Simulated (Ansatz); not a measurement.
Cell of GaN-ML on BP-ML (BP-ML is planar boron phosphide; with B/P of the lower layer towards Ga/N of the upper; facing N atop P, held by symmetry; BP-ML and GaN-ML a predicted or substrate-bound sheet, here free; layers strained to one cell), with its geometry taken from a PBE+D3(BJ) run:

```
GaBNP
1.0
    3.20577     0.00000     0.00000
   -1.60289     2.77628     0.00000
    0.00000     0.00000    21.35000
B P Ga N
1 1 1 1
Cartesian
  0.00000   1.85085   8.80763
  1.60289   0.92543   8.81214
  0.00000   0.00000  12.53435
  1.60289   0.92543  12.54588
```

Method: r2SCAN (plane waves to 500 eV, PAW; Ansatz, an electronic-structure program). Scalar-relativistic, without spin–orbit coupling. Its k-point mesh 12×12×1, Fermi–Dirac width 0.01 eV. A dipole correction is on.

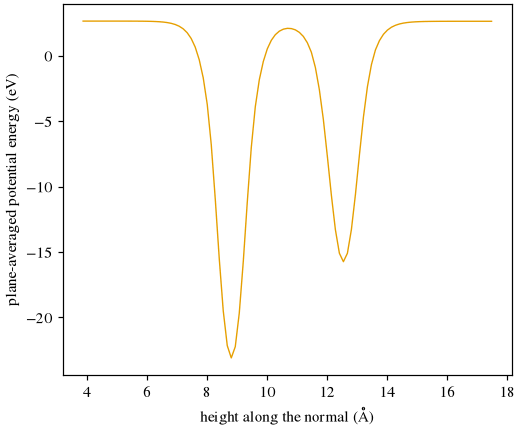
*Smooth (PAW) electrostatic potential energy of an electron, averaged over planes, about its mean*

The curve spans 25.7 eV over the stretch drawn.
